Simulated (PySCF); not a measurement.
**C6H14O2Si: density, localisation and related maps**

```
atom    x (Å)    y (Å)    z (Å)
   C   2.6997   0.6795  -1.2021
   C   1.9671  -0.2476  -0.2438
   O   0.5883  -0.1771  -0.5145
   C  -0.2186  -1.0899   0.2184
   C  -1.5751  -1.1387  -0.4881
   C  -2.2397   0.2356  -0.3493
  Si  -1.5451   0.9669   1.2704
   O  -0.6734   2.3262   1.0587
   C  -0.4768  -0.5687   1.6330
   H   2.4820   0.3967  -2.2284
   H   3.7708   0.6138  -1.0321
   H   2.3794   1.7073  -1.0525
   H   2.3192  -1.2832  -0.3783
   H   2.1803   0.0461   0.7956
   H   0.2650  -2.0811   0.2181
   H  -1.4430  -1.4173  -1.5342
   H  -2.1825  -1.9023  -0.0003
   H  -3.3224   0.1354  -0.3728
   H  -1.9618   0.8615  -1.1965
   H  -2.4875   1.3481   2.3102
   H   0.0217   2.3110   0.4018
   H   0.4557  -0.3678   2.1562
   H  -1.0080  -1.3274   2.2034
```

Geometry: GFN2-xTB.

The calculation used PBE0/pcSseg-1, SCF density, gas phase, non-relativistic in PySCF.

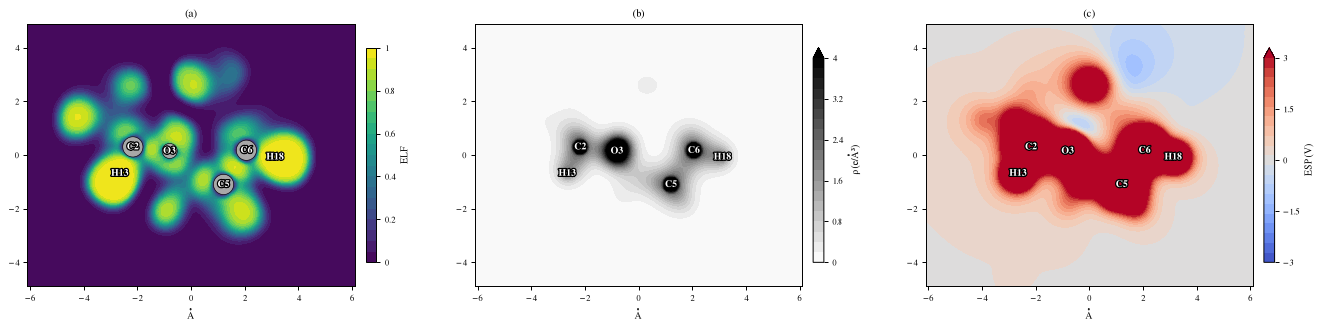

Figure 1. (a) electron localisation function; (b) electron density; (c) electrostatic potential on the plane of atoms C5, C6 and H18. Grey discs cover the atomic cores in the ELF map.

Describe what can be read from this map.

The plane passes through C, O and H nuclei.
C–O (1.41 Å): the density is about 2.1 e/Å³ at the midpoint, with its minimum of 1.8 e/Å³ about 0.5 Å from C; the ELF peaks at about 0.90 between the atoms; a shared but strongly polarised pair.
C–C (1.53 Å): ρ at the midpoint is about 1.6 e/Å³; the ELF peaks at about 0.95 between the atoms, as expected for localised, covalent bonding.
C–H (1.10 Å): the density is about 2 e/Å³ at the midpoint; the ELF climbs to about 1 towards the hydrogen, as it does in any bond to H (a covalent bond by its length).
Outside the dense part of the molecule the potential is most negative (−1.1 V) near O8, which lies off the plane.

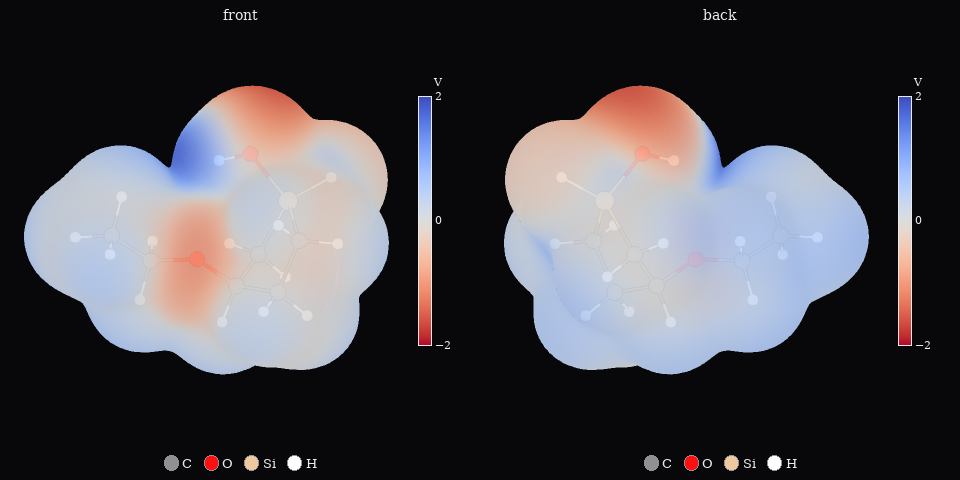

Figure 2. The electrostatic potential painted on the density surface at 0.001 e/bohr³, seen from the front and from behind; the colour scale runs from red (negative) to blue (positive).

Describe the electrostatic potential map.

The most negative region (about −1.5 V, or −35 kcal/mol for a unit charge) lies over O8, the most positive (about +1.5 V, or +35 kcal/mol for a unit charge) over H21. O8 is the likeliest acceptor of a hydrogen bond.

How polar is the molecule by this calculation?

Its dipole moment is 2.32 D.
